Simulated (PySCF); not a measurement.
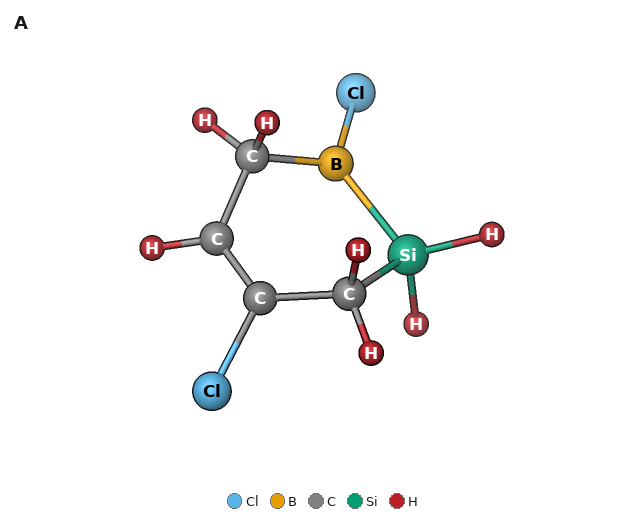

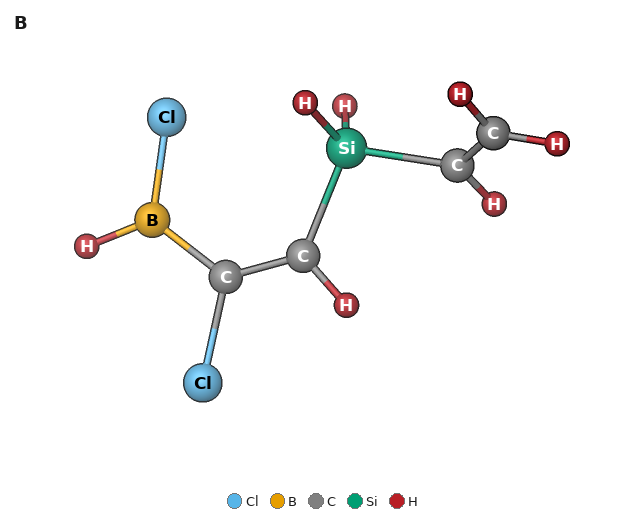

2 stationary structures of one formula. Geometries: GFN2-xTB. Electronic energies: PBE0/pcSseg-1 (PySCF 2.14.0), without zero-point energy. No frequency run is at hand to confirm each as a minimum. Each is one conformer, not always the lowest.

Which is lowest in energy, and by how much?

A is lowest; B lies 23.5 kcal/mol above it. A is `ClB1CC=C(Cl)C[SiH2]1`, B is `C=C[SiH2]/C=C(/Cl)BCl`.

The geometry is semi-empirical. Around B, Si such bond lengths and angles can be off by a tenth of an ångström or more and by several degrees, and values that hang on the shape move with them.
